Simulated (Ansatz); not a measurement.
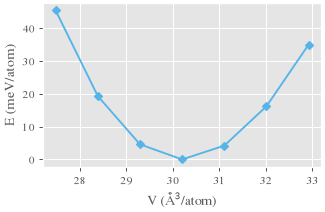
Figure: La$_{5}$Si$_{3}$ in space group P6_3/mcm (No. 193; La on 4d, La on 6g, Si on 6g) under volume change, r²SCAN in the plane-wave PAW code Ansatz, shape and atoms relaxed at each volume.

Problem. What does a third-order Birch–Murnaghan fit give for V₀, B₀ and B′?

Solution. V₀ = 30.21 Å³/atom, B₀ = 51.9 GPa, B′ = 3.3.

The first step of the workflow began from a Materials Project structure, measured or hypothetical; the Crystallography Open Database copy checked does not list it. COD files the formula under space group No. 140. Its standing as an ambient phase is unchecked. The cell was relaxed with r²SCAN under the symmetry of its start; its stability against distortions is not shown here. Spin–orbit coupling is left out wherever it is not named.

Potentials: the later of the program's two PAW sets.
